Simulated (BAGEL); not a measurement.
# CH5Al (SMILES [CH3][AlH2]) at RI-MP2/def2-TZVP (density fitting with qzvpp-jkfit)

Aim: the energy change on altering one bond length of CH5Al at RI-MP2/def2-TZVP (density fitting with qzvpp-jkfit), from 2 runs. 

The results are computed with BAGEL 1.2.2.

### 1 Starting point

The species is CH5Al (7 atoms), meant as a singlet with charge 0. As SMILES, `[CH3][AlH2]`. The coordinates come from a PBE0-D4/def2-TZVP relaxation.

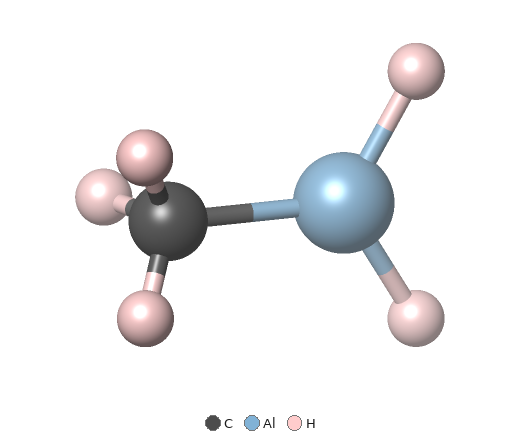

The structure, seen from a chosen angle (carbon dark grey, aluminium light blue, hydrogen pink).

### 2 A single-point energy at RI-MP2/def2-TZVP (density fitting with qzvpp-jkfit)

mp2.json

```json
{ "bagel": [

{
  "title": "molecule",
  "basis": "def2-tzvp.json",
  "df_basis": "qzvpp-jkfit",
  "angstrom": true,
  "geometry": [
    { "atom": "C", "xyz": [      -0.448500,      -0.695600,      -0.355500 ] },
    { "atom": "Al", "xyz": [       0.562900,       0.778300,       0.424700 ] },
    { "atom": "H", "xyz": [      -1.063100,      -1.219600,       0.380800 ] },
    { "atom": "H", "xyz": [      -1.134400,      -0.306400,      -1.118200 ] },
    { "atom": "H", "xyz": [       0.193400,      -1.425500,      -0.855600 ] },
    { "atom": "H", "xyz": [       0.016000,       1.549300,       1.703400 ] },
    { "atom": "H", "xyz": [       1.934800,       1.251600,      -0.225400 ] }
  ]
},

{
  "title": "hf"
},

{
  "title": "mp2",
  "ncore": 6
}

]}
```

The basis set def2-TZVP is read from a file made from the Basis Set Exchange's data (not shown).

Run with:

```sh
$ BAGEL_NUM_THREADS=1 BAGEL mp2.json > mp2.out
```

The program printed:

```text
* using 1 threads per process

  ===============================================================
  ===============================================================

  *** Geometry ***

  { "atom" : "C", "xyz" : [     -0.847542,     -1.314493,     -0.671798 ] },
  { "atom" : "Al", "xyz" : [      1.063727,      1.470774,      0.802567 ] },
  { "atom" : "H", "xyz" : [     -2.008968,     -2.304710,      0.719608 ] },
  { "atom" : "H", "xyz" : [     -2.143705,     -0.579012,     -2.113092 ] },
  { "atom" : "H", "xyz" : [      0.365473,     -2.693805,     -1.616850 ] },
  { "atom" : "H", "xyz" : [      0.030236,      2.927753,      3.218959 ] },
  { "atom" : "H", "xyz" : [      3.656242,      2.365181,     -0.425944 ] },

  Number of auxiliary basis functions:      293

  Since a DF basis is specified, we compute 2- and 3-index integrals:
    o Being stored without compression. Storage requirement is 0.023 GB

  Number of basis functions:       98
  Number of electrons      :       24

    * METHOD: MOLECULE                             0.11

  *** RHF ***

  === Nuclear Repulsion ===
    50.6184517267

      * DIIS with orbital gradients will be used.

  === RHF iteration (def2-tzvp.json) ===
      0       -282.58035657          0.01968215           0.02
      1       -282.67867171          0.00897458           0.02
      2       -282.70233714          0.00149619           0.02
      3       -282.70342494          0.00016520           0.02
      4       -282.70344292          0.00003749           0.02
      5       -282.70344375          0.00000922           0.02
      6       -282.70344381          0.00000225           0.02
      7       -282.70344381          0.00000047           0.02
      8       -282.70344381          0.00000015           0.02
      9       -282.70344381          0.00000004           0.02
     10       -282.70344381          0.00000001           0.02
     11       -282.70344381          0.00000000           0.02
    * SCF iteration converged.

    * Permanent dipole moment:
           (    0.134195,     0.209095,     0.101092) a.u.

    * METHOD: HF                                   0.40

  *** RHF ***

  === Nuclear Repulsion ===
    50.6184517267

      * DIIS with orbital gradients will be used.

  === RHF iteration (def2-tzvp.json) ===
      0       -282.70344381          0.00000000           0.02
    * SCF iteration converged.

    * Permanent dipole moment:
           (    0.134195,     0.209095,     0.101092) a.u.

  === DF-MP2 calculation ===

    * freezing 6 orbitals
    * 3-index integral transformation done
    * assembly done

      MP2 correlation energy:   -0.2548531388      0.01

      MP2 total energy:       -282.9582969499

    * METHOD: MP2                                  0.07

  ===============================================================
```

It took 0.71 s on 1 thread of Arm Neoverse V1, shared host.

### 3 The distorted shape, same level

mp2.json

```json
{ "bagel" : [

{
  "title" : "molecule",
  "basis" : "def2-tzvp.json",
  "df_basis" : "qzvpp-jkfit",
  "angstrom" : true,
  "geometry" : [
    { "atom" : "C", "xyz" : [   -0.654254,   -0.766584,   -0.258000 ] },
    { "atom" : "Al", "xyz" : [    0.357146,    0.707316,    0.522200 ] },
    { "atom" : "H", "xyz" : [   -1.268854,   -1.290584,    0.478300 ] },
    { "atom" : "H", "xyz" : [   -1.340154,   -0.377384,   -1.020700 ] },
    { "atom" : "H", "xyz" : [   -0.012354,   -1.496484,   -0.758100 ] },
    { "atom" : "H", "xyz" : [   -0.189754,    1.478316,    1.800900 ] },
    { "atom" : "H", "xyz" : [    1.934800,    1.251600,   -0.225400 ] }
  ]
},
{
  "title" : "hf"
},
{
  "title" : "mp2",
  "ncore" : 6
}

]}
```

The basis set def2-TZVP is read from a file made from the Basis Set Exchange's data (not shown).

Run with:

```sh
$ BAGEL_NUM_THREADS=1 BAGEL mp2.json > mp2.out
```

The program printed:

```text
* using 1 threads per process

  ===============================================================
  ===============================================================

  *** Geometry ***

  { "atom" : "C", "xyz" : [     -1.236361,     -1.448634,     -0.487549 ] },
  { "atom" : "Al", "xyz" : [      0.674908,      1.336634,      0.986815 ] },
  { "atom" : "H", "xyz" : [     -2.397787,     -2.438850,      0.903856 ] },
  { "atom" : "H", "xyz" : [     -2.532524,     -0.713152,     -1.928843 ] },
  { "atom" : "H", "xyz" : [     -0.023346,     -2.827945,     -1.432601 ] },
  { "atom" : "H", "xyz" : [     -0.358583,      2.793612,      3.403208 ] },
  { "atom" : "H", "xyz" : [      3.656242,      2.365181,     -0.425944 ] },

  Number of auxiliary basis functions:      293

  Since a DF basis is specified, we compute 2- and 3-index integrals:
    o Being stored without compression. Storage requirement is 0.023 GB

  Number of basis functions:       98
  Number of electrons      :       24

    * METHOD: MOLECULE                             0.11

  *** RHF ***

  === Nuclear Repulsion ===
    49.9551531899

      * DIIS with orbital gradients will be used.

  === RHF iteration (def2-tzvp.json) ===
      0       -282.56868640          0.01955410           0.02
      1       -282.66681976          0.00899252           0.02
      2       -282.69070429          0.00149884           0.02
      3       -282.69185185          0.00016773           0.02
      4       -282.69187070          0.00003985           0.02
      5       -282.69187165          0.00001022           0.02
      6       -282.69187172          0.00000258           0.02
      7       -282.69187172          0.00000053           0.02
      8       -282.69187172          0.00000016           0.02
      9       -282.69187172          0.00000004           0.02
     10       -282.69187172          0.00000001           0.02
     11       -282.69187172          0.00000000           0.02
    * SCF iteration converged.

    * Permanent dipole moment:
           (    0.337909,     0.287852,     0.015336) a.u.

    * METHOD: HF                                   0.38

  *** RHF ***

  === Nuclear Repulsion ===
    49.9551531899

      * DIIS with orbital gradients will be used.

  === RHF iteration (def2-tzvp.json) ===
      0       -282.69187172          0.00000000           0.02
    * SCF iteration converged.

    * Permanent dipole moment:
           (    0.337909,     0.287852,     0.015336) a.u.

  === DF-MP2 calculation ===

    * freezing 6 orbitals
    * 3-index integral transformation done
    * assembly done

      MP2 correlation energy:   -0.2549545999      0.01

      MP2 total energy:       -282.9468263211

    * METHOD: MP2                                  0.07

  ===============================================================
```

Run time: 0.68 s. Hardware: 1 thread of Arm Neoverse V1, shared host.

### 4 Outcome

Level: RI-MP2/def2-TZVP (density fitting with qzvpp-jkfit), 6 core orbitals frozen.

```
                                                          quantity          value
                                         first shape: total energy  -282.95830 Eh
          first shape: correlation energy (6 core orbitals frozen)     -254.9 mEh
                                     distorted shape: total energy  -282.94683 Eh
      distorted shape: correlation energy (6 core orbitals frozen)     -255.0 mEh
energy change with the Al2–H7 bond stretched from 1.590 to 1.829 Å       0.312 eV
```

With the Al2–H7 bond stretched from 1.590 to 1.829 Å the energy rises by 0.31 eV (7.2 kcal/mol). The first shape isn't relaxed at this level, so the change isn't measured from a minimum.
